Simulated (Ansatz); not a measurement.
**FH₅NSi₂ radical: up Jacob's ladder to CCSD(T)**

Aim: compute FH₅NSi₂ radical with functionals from several rungs and with coupled cluster. The yardstick is the atomisation energy at the CCSD(T) limit.

Computed with Ansatz 0.2.0, Gaussian basis. Level: functionals in def2-TZVPP, the program's frozen cores in correlated methods.

The runs, in order: PBE-D4, r2SCAN-D4, PBE0-D4, B3LYP-D4, ωB97X-V, ωB97M-V, B2PLYP; CCSD(T)/def2-TZVPP; MP2/def2-QZVPP; extrapolation to the limit.

### 1 The geometry

The geometry comes from an earlier relaxation with PBE0-D4 in a triple-zeta def2 set; it is a stationary point, not always the lowest conformer.

SMILES `N[Si](F)[SiH3]`, 9 atoms, charge 0, spin multiplicity 2.

Atoms are counted from 1 here; the program's logs count them from 0.

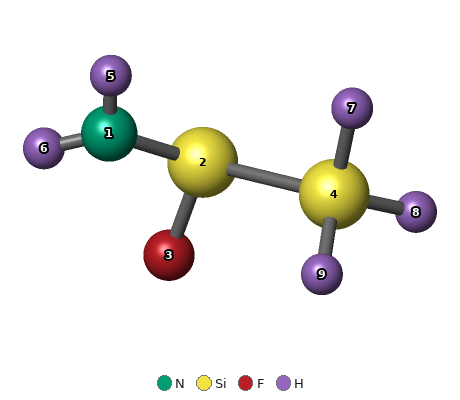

The structure; nitrogen teal, silicon yellow, fluorine red, hydrogen purple; atoms are numbered from 1 in the order of the file.

As a file:

```xyz
9

N    -0.4885    1.7304    0.2262
Si   -0.0685    0.2644    1.0164
F     1.3434    0.5976    1.7211
Si    0.1851   -1.4664   -0.5763
H    -1.3592    1.8111   -0.2750
H    -0.2028    2.6145    0.6195
H    -1.1173   -1.5760   -1.2910
H     0.4432   -2.7460    0.1344
H     1.2646   -1.2296   -1.5754
```

### 2 PBE-D4 (GGA)

in.yaml reads:

```yaml
crystal:
  periodic: [false, false, false]
  atoms:
    - {symbol: N, position_ang: [-0.488480, 1.730398, 0.226173]}
    - {symbol: Si, position_ang: [-0.068509, 0.264447, 1.016376]}
    - {symbol: F, position_ang: [1.343371, 0.597634, 1.721124]}
    - {symbol: Si, position_ang: [0.185139, -1.466393, -0.576269]}
    - {symbol: H, position_ang: [-1.359187, 1.811090, -0.275002]}
    - {symbol: H, position_ang: [-0.202827, 2.614450, 0.619537]}
    - {symbol: H, position_ang: [-1.117305, -1.575998, -1.290970]}
    - {symbol: H, position_ang: [0.443222, -2.746029, 0.134393]}
    - {symbol: H, position_ang: [1.264586, -1.229609, -1.575371]}
basis:
  gaussian: {orbitals: def2-TZVPP}
magnetization: {spin_polarized: true, initial_magnetization: 1}
hamiltonian: {xc: pbe, dispersion: d4}
output: {forces: true, orbitals: {seedname: orbitals}}
```

Command:

```sh
$ ansatz run in.yaml --threads 2 --pin off --events-out ev --progress --plain --max-ram 32768MiB --backend cpu
```

Further steps of the session: r2SCAN-D4 (meta-GGA); PBE0-D4 (hybrid); B3LYP-D4 (hybrid); ωB97X-V (range-separated); ωB97M-V (range-separated); B2PLYP (double hybrid); CCSD(T) in def2-TZVPP; MP2 in def2-QZVPP.

Before running them: what should the planned runs give, taken together? Wanted: atomisation energy, CCSD(T)/CBS; farthest; mean size of error, hybrid; mean size of error, range-separated; gap, smallest and largest; T1 diagnostic; triples share of the correlation energy.

**Answer**, as computed:

| quantity | value |
| --- | --- |
| atomisation energy, CCSD(T)/CBS | 694.8 kcal/mol |
| functionals within 3.5 kcal/mol (0.5 %) | r2SCAN-D4, B3LYP-D4, ωB97M-V |
| farthest | B2PLYP (-9.4 kcal/mol) |
| mean size of error, hybrid | 4.0 kcal/mol |
| mean size of error, range-separated | 2.6 kcal/mol |
| gap, smallest and largest | 1.35 eV (PBE-D4), 7.23 eV (ωB97X-V) |
| T1 diagnostic | 0.0156 |
| triples share of the correlation energy | 3.3 % |

What this shows: PBE-D4 misses by +5.3 kcal/mol. Double hybrids carry the basis error of their MP2 part in triple zeta, and no dispersion term here, so their miss is partly the set-up's. The reference freezes the cores and leaves out relativity and excitations past (T), so misses under about 3.5 kcal/mol can't be ranked. Hartree-Fock recovers 72 % of the binding; the rest is correlation. The gap grows from 1.4 to 7.2 eV across the functionals, mostly with the share of exact exchange.
